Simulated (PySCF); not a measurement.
**Two runs on BSi2PH8O2**

System: BSi2PH8O2.
Method of run 1: GIAO PBE/def2-TZVP NMR shielding, non-relativistic, gas phase (PySCF 2.14.0).

The geometry comes from this level: GFN2-xTB. Text and figures count atoms from 1; the logs count them from 0 in places.

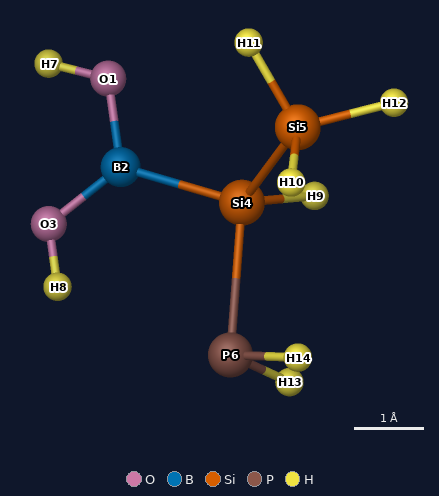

**Figure 1.** The input geometry (ball-and-stick view, seen at a tilt; atoms are numbered from 1 in the order of the input). Bond lengths as drawn: B–O 1.35 to 1.36 Å, B–Si 1.98 Å, H–O 0.96 Å, H–P 1.38 Å, H–Si 1.46 to 1.48 Å, P–Si 2.29 Å and Si–Si 2.34 Å.

### Input file, run 1
```
{"job": {"kind": "nmr", "xc": "PBE", "basis": "def2-TZVP", "pop": false}, "charge": 0, "multiplicity": 1}
O      1.676117    -1.775875    -0.823965
B      1.591163    -0.596191    -0.175233
O      2.716504    -0.120163     0.413542
Si    -0.186953     0.276561    -0.120132
Si    -1.984844    -0.936850     0.752776
P      0.126653     2.178032     1.113111
H      2.550195    -2.174832    -0.826337
H      2.655123     0.715109     0.878025
H     -0.633643     0.764006    -1.447701
H     -2.348703    -0.512262     2.110647
H     -1.701620    -2.371671     0.826511
H     -3.203690    -0.795428    -0.049465
H     -0.079232     3.053682     0.070083
H     -1.177748     2.295409     1.535997
```

The first line tells a small driver script what to run in PySCF; the rest is the geometry in Å.

Command:
```bash
OMP_NUM_THREADS=1 python <driver script> task.json out
```

Hardware: 1 CPU thread, shared host.

### Output (run 1)
```
coarse grid: 13096 points
cycle   1  E = -1099.8008210141  dE =  4.626e-01  |g| = 1.023e+00  |ddm| = 2.846e+00
cycle   2  E = -1099.1621089130  dE =  6.387e-01  |g| = 2.075e+00  |ddm| = 2.421e+00
cycle   3  E = -1099.9804590027  dE = -8.184e-01  |g| = 1.609e-01  |ddm| = 1.945e+00
cycle   4  E = -1099.9858760557  dE = -5.417e-03  |g| = 8.095e-02  |ddm| = 2.234e-01
cycle   5  E = -1099.9873180042  dE = -1.442e-03  |g| = 3.601e-02  |ddm| = 9.212e-02
cycle   6  E = -1099.9875553887  dE = -2.374e-04  |g| = 1.288e-02  |ddm| = 2.588e-02
cycle   7  E = -1099.9875841551  dE = -2.877e-05  |g| = 3.450e-03  |ddm| = 1.061e-02
cycle   8  E = -1099.9875877679  dE = -3.613e-06  |g| = 7.441e-04  |ddm| = 3.851e-03
final grid: 112384 points
cycle   9  E = -1099.9819534826  dE = -8.893e-05  |g| = 9.016e-03  |ddm| = 5.341e-02
cycle  10  E = -1099.9819192647  dE =  3.422e-05  |g| = 1.631e-02  |ddm| = 1.355e-02
cycle  11  E = -1099.9819670675  dE = -4.780e-05  |g| = 1.779e-03  |ddm| = 9.040e-03
cycle  12  E = -1099.9819675987  dE = -5.312e-07  |g| = 6.189e-04  |ddm| = 1.793e-03
cycle  13  E = -1099.9819676775  dE = -7.889e-08  |g| = 2.554e-04  |ddm| = 5.487e-04
cycle  14  E = -1099.9819676887  dE = -1.116e-08  |g| = 5.120e-05  |ddm| = 1.660e-04
cycle  15  E = -1099.9819676894  dE = -6.544e-10  |g| = 1.324e-05  |ddm| = 5.353e-05
converged SCF energy = -1099.9819676894

GIAO shielding tensors (ppm)
atom      isotropic    diamagn.    paramagn.     s11        s22        s33       span
  0 O      185.834     381.699    -195.864     66.378    225.122    266.003    199.625
  1 B       69.359     192.880    -123.522     53.075     62.067     92.934     39.858
  2 O      166.657     388.823    -222.166     -2.555    231.365    271.161    273.716
  3 Si     443.733     879.589    -435.856    409.948    433.653    487.597     77.650
  4 Si     426.918     880.708    -453.789    398.959    425.699    456.096     57.136
  5 P      595.185     968.006    -372.821    507.921    601.227    676.406    168.485
  6 H       27.503      27.037       0.466     22.960     23.172     36.376     13.416
  7 H       26.199      31.647      -5.449     19.634     26.691     32.272     12.638
  8 H       27.100      31.420      -4.319     23.385     25.599     32.318      8.933
  9 H       28.121      30.236      -2.114     24.627     26.965     32.772      8.146
 10 H       27.831      29.926      -2.095     24.108     26.159     33.226      9.119
 11 H       27.783      29.884      -2.101     24.681     25.528     33.140      8.459
 12 H       30.458      31.144      -0.686     24.948     27.648     38.780     13.832
 13 H       30.734      31.330      -0.596     24.768     29.276     38.159     13.390
```

The input of run 2 differs as follows (lines with − go, lines with + come):
```diff
-"xc": "PBE"
-"basis": "def2-TZVP"
-"pop": false
+"xc": "PBE0"
+"basis": "pcSseg-1"
```

Predict how the results change.

The total energies belong to different models, so their difference says nothing on which is more stable or more accurate. The HOMO goes from −6.30 to −7.41 eV. The LUMO goes from −1.79 to −0.91 eV. The dipole moment goes from 0.97 to 0.76 D. Of all shieldings, the largest change is that of P6, by +34.7 ppm. The functional changes from PBE to PBE0. The SCF takes 13 iterations against 15. The basis functions go from 252 to 163.

### Output (run 2)
```
coarse grid: 13096 points
cycle   1  E = -1099.7485279777  dE =  4.511e-01  |g| = 8.311e-01  |ddm| = 3.294e+00
cycle   2  E = -1099.6216022186  dE =  1.269e-01  |g| = 1.187e+00  |ddm| = 1.507e+00
cycle   3  E = -1099.8715008542  dE = -2.499e-01  |g| = 6.209e-02  |ddm| = 9.831e-01
cycle   4  E = -1099.8722666867  dE = -7.658e-04  |g| = 2.292e-02  |ddm| = 8.092e-02
cycle   5  E = -1099.8723930305  dE = -1.263e-04  |g| = 7.587e-03  |ddm| = 3.441e-02
cycle   6  E = -1099.8724033130  dE = -1.028e-05  |g| = 3.079e-03  |ddm| = 7.486e-03
cycle   7  E = -1099.8724049365  dE = -1.623e-06  |g| = 5.524e-04  |ddm| = 2.980e-03
final grid: 112384 points
cycle   8  E = -1099.9237844248  dE = -2.791e-05  |g| = 6.734e-03  |ddm| = 2.189e-02
cycle   9  E = -1099.9237769656  dE =  7.459e-06  |g| = 9.389e-03  |ddm| = 1.013e-02
cycle  10  E = -1099.9237925481  dE = -1.558e-05  |g| = 4.506e-04  |ddm| = 5.800e-03
cycle  11  E = -1099.9237925889  dE = -4.077e-08  |g| = 1.482e-04  |ddm| = 7.232e-04
cycle  12  E = -1099.9237925945  dE = -5.638e-09  |g| = 2.200e-05  |ddm| = 2.356e-04
cycle  13  E = -1099.9237925946  dE = -1.287e-10  |g| = 9.305e-06  |ddm| = 4.565e-05
converged SCF energy = -1099.9237925946

GIAO shielding tensors (ppm)
atom      isotropic    diamagn.    paramagn.     s11        s22        s33       span
  0 O      192.394     386.715    -194.321     70.279    232.792    274.111    203.832
  1 B       69.744     197.946    -128.202     52.003     63.047     94.181     42.178
  2 O      172.884     387.464    -214.580      0.580    237.809    280.264    279.683
  3 Si     470.754     883.219    -412.464    439.808    461.278    511.177     71.370
  4 Si     456.141     880.302    -424.161    429.841    454.262    484.321     54.480
  5 P      629.882     968.769    -338.887    545.914    630.605    713.127    167.213
  6 H       26.832      29.367      -2.535     21.368     21.952     37.177     15.809
  7 H       25.642      32.347      -6.706     18.407     25.791     32.727     14.320
  8 H       27.616      30.820      -3.204     23.611     25.789     33.447      9.836
  9 H       28.332      29.476      -1.143     24.458     27.049     33.490      9.032
 10 H       28.004      28.971      -0.968     23.904     26.244     33.863      9.960
 11 H       28.047      29.113      -1.067     24.637     25.570     33.933      9.296
 12 H       30.548      31.153      -0.605     24.655     27.429     39.560     14.905
 13 H       30.825      31.365      -0.540     24.491     28.896     39.089     14.598
```

### The two runs side by side

```csv
quantity,run 1,run 2
outcome,converged,converged
total energy (hartree),−1099.981968,−1099.923793
HOMO (eV),−6.30,−7.41
LUMO (eV),−1.79,−0.91
dipole moment (D),0.97,0.76
shielding of O1 (ppm),185.8,192.4
shielding of O3 (ppm),166.7,172.9
shielding of Si4 (ppm),443.7,470.8
shielding of Si5 (ppm),426.9,456.1
shielding of P6 (ppm),595.2,629.9
shielding of H7 (ppm),27.5,26.8
shielding of H8 (ppm),26.2,25.6
SCF iterations,15,13
basis functions,252,163
wall time (shared host),50 s,21 s
```
